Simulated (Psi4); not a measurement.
# A workflow on BN2H5 (SMILES NBN), part 2 of 2

Psi4 1.11. Earlier steps stand in the parts before.

### 3 Vibrational wavenumbers at HF/pcseg-1 (density fitting) (run 2)

File bh5n2.in:

```
memory 1.6 GB

molecule molecule1 {
  N
  B 1 r2
  N 2 r3 1 a3
  H 1 r4 2 a4 3 d4
  H 1 r5 4 a5 2 d5
  H 2 r6 3 a6 1 d6
  H 3 r7 2 a7 6 d7
  H 3 r8 7 a8 2 d8

  r2 = 1.41017
  r3 = 1.41017
  a3 = 122.82304
  r4 = 0.997045
  a4 = 124.37696
  d4 = -0.01456
  r5 = 0.995223
  a5 = 113.5911
  d5 = -179.974
  r6 = 1.195429
  a6 = 118.58954
  d6 = 179.98655
  r7 = 0.995219
  a7 = 122.03332
  d7 = -0.14037
  r8 = 0.997041
  a8 = 113.59534
  d8 = 179.76952
  units angstrom
}

set {
  basis pcseg-1
  t 298.15
  rotational_symmetry_number 2
}

frequency('hf')
```

The run is started by

```
psi4 -i bh5n2.in -o bh5n2.out -n 1
```

bh5n2.out (excerpt; [...] marks lines left out):

```text
[...]
  Running in c1 symmetry.
[...]
  Nuclear repulsion =   68.979100632420540
[...]
  Multiplicity = 1
[...]
  Nalpha       = 12
  Nbeta        = 12
[...]
    Number of basis functions: 67
[...]
   @DF-RHF iter   1:  -136.38580496138843   -7.29843e-01   8.61927e-03 ADIIS/DIIS
[...]
  -Total Gradient:
     Atom            X                  Y                   Z
    ------   -----------------  -----------------  -----------------
       1       -0.000002323542    -0.000005470753     0.000001887479
       2        0.000013603848     0.000008164406     0.000004268602
       3       -0.000044925947    -0.000011230125     0.000007376974
       4        0.000004773630    -0.000000254889    -0.000003525812
       5       -0.000003386712    -0.000000181838    -0.000005387153
       6        0.000002237928     0.000005024191     0.000001277543
       7        0.000015406428    -0.000000567263     0.000000220005
       8        0.000014614367     0.000004516270    -0.000006117637
[...]
   @DF-RHF iter  10:  -136.54594659261639   -5.57066e-12   6.84020e-09 DIIS
[...]
  @DF-RHF Final Energy:  -136.54594659261639
   => Energetics <=
    Nuclear Repulsion Energy =             68.9791006324205398
    One-Electron Energy =                -321.3518161576519105
    Two-Electron Energy =                 115.8267689326149821
    Total Energy =                       -136.5459465926163887
[...]
  ==> Harmonic Vibrational Analysis <==
[...]
  Freq [cm^-1]                 354.1656            414.8862            424.5605
[...]
  IR activ [km/mol]             0.0031             541.3684             0.1988
[...]
  Freq [cm^-1]                 486.8458            630.0144            878.0708
[...]
  IR activ [km/mol]             0.0006             21.4800              0.0953
[...]
  Freq [cm^-1]                 973.6574           1011.0216           1164.0214
[...]
  IR activ [km/mol]             1.0660             34.6431              6.9527
[...]
  Freq [cm^-1]                1263.6166           1486.6937           1754.1843
[...]
  IR activ [km/mol]            80.4918             283.9321            291.6503
[...]
  Freq [cm^-1]                1754.6320           2728.9398           3821.5221
[...]
  IR activ [km/mol]            37.0609             235.9760            61.2383
[...]
  Freq [cm^-1]                3822.7813           3926.4902           3927.7102
[...]
  IR activ [km/mol]            10.9914             47.6315             35.7983
[...]
```

Standard output:

```text
Warning: used thermodynamics relations inappropriate for low-frequency modes: ['354.1656' '414.8862' '424.5605' '486.8458']
```

Wall time 16 s (1 thread of Intel Xeon 6975P-C (Granite Rapids), shared host); peak memory 0.27 GiB.

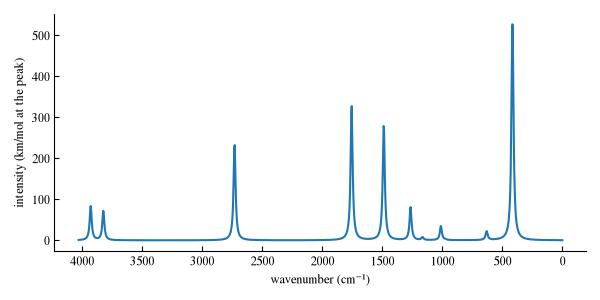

Harmonic infrared spectrum, unscaled, lines broadened by 10 cm⁻¹.

### 4 Summary of results

What follows sums up all 2 parts.

```
                                                                    quantity             value
                                  run 1, HF/pcseg-1: total energy at the end     -136.54595 Eh
                                            run 1, HF/pcseg-1: dipole moment            1.28 D
                                              run 1, HF/pcseg-1: HOMO energy         -10.25 eV
                                              run 1, HF/pcseg-1: LUMO energy           4.55 eV
                                            run 1, HF/pcseg-1: HOMO–LUMO gap          14.80 eV
                               run 2, HF/pcseg-1: lowest harmonic wavenumber          354 cm⁻¹
                              run 2, HF/pcseg-1: highest harmonic wavenumber         3928 cm⁻¹
                                        run 2, HF/pcseg-1: zero-point energy      184.4 kJ/mol
run 2, HF/pcseg-1: ideal-gas entropy at 298.15 K (symmetry number 2 as used)  62.3 cal/(mol K)
```

In words: The optimisation (run 1, HF/pcseg-1) took 9 steps and changed the energy by -0.644 eV. All 18 modes (run 2, HF/pcseg-1) are real, so the shape is a minimum at this level.
